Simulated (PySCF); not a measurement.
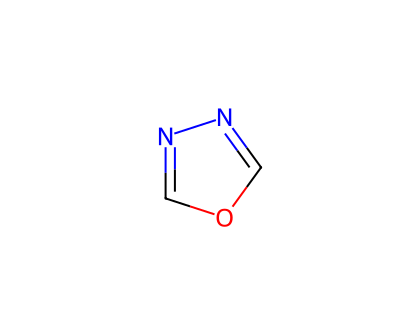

Give its SMILES.

Answer. c1nnco1

What is the molecular formula?

Answer. C2H2N2O.

More results for the same structure follow; atom numbers are the same in all pictures, views and colours differ. The geometry was computed by an optimisation with PBE0-D3(BJ)/def2-SVP. No frequency run is at hand to confirm it as a minimum.

Geometry

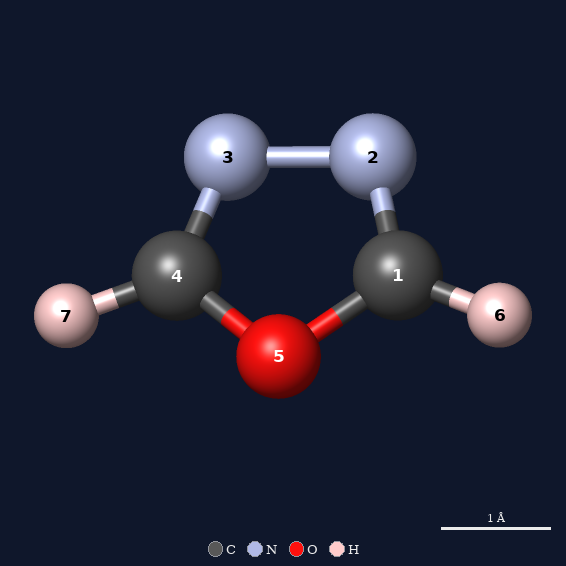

Numbered structure. No frequency run is at hand to confirm it as a minimum.

What are the angles C1–N2–N3, N2–C1–O5, N2–C1–H6, O5–C1–H6, C1–O5–C4?

```
   angle  degrees
C1–N2–N3    106.2
N2–C1–O5    112.7
N2–C1–H6    128.7
O5–C1–H6    118.5
C1–O5–C4    102.2
```

Electronic properties

No frequency run is at hand to confirm it as a minimum. Level of theory: B3LYP/6-31G*, gas phase (PySCF 2.14.0).

Give the dipole moment at this level.

Answer. 3.15 D.

Estimate the LUMO energy (Kohn–Sham orbital).

Answer. −0.47 eV.

Estimate the HOMO energy (Kohn–Sham orbital).

Answer. −7.70 eV.

Spin–spin coupling

No frequency run is at hand to confirm it as a minimum. Method: B3LYP/6-31G* indirect spin-spin coupling, non-relativistic, gas phase (PySCF 2.14.0). Isotopes: 13C, 1H, 15N, 17O.

Give the spin–spin coupling constants of these pairs, with the number of bonds between them: C1/H6, C4/O5, C1/N3, N2/H6, N3/O5, C4/H6.

```tsv
pair	bonds apart	J (Hz)
C1, H6	1	225.0
C4, O5	1	16.9
C1, N3	2	1.4
N2, H6	2	−10.4
N3, O5	2	−2.0
C4, H6	3	4.4
```

Quadrupole coupling

No frequency run is at hand to confirm it as a minimum. Electric field gradients from the ground-state density, B3LYP/6-31G* (PySCF 2.14.0), non-relativistic apart from any core potentials.

Give the largest field-gradient component, the quadrupole coupling constant and the asymmetry for 14N at N2 (Q = 20.44 mb), 17O at O5 (Q = −25.6 mb), 2H at H6 (Q = 2.86 mb).

```json
{"atom": "N2", "V_zz (a.u.)": "−0.974", "e²qQ/h (MHz)": "−4.68", "η": "0.23"}
{"atom": "O5", "V_zz (a.u.)": "1.209", "e²qQ/h (MHz)": "−7.27", "η": "0.03"}
{"atom": "H6", "V_zz (a.u.)": "0.289", "e²qQ/h (MHz)": "0.194", "η": "0.08"}
```
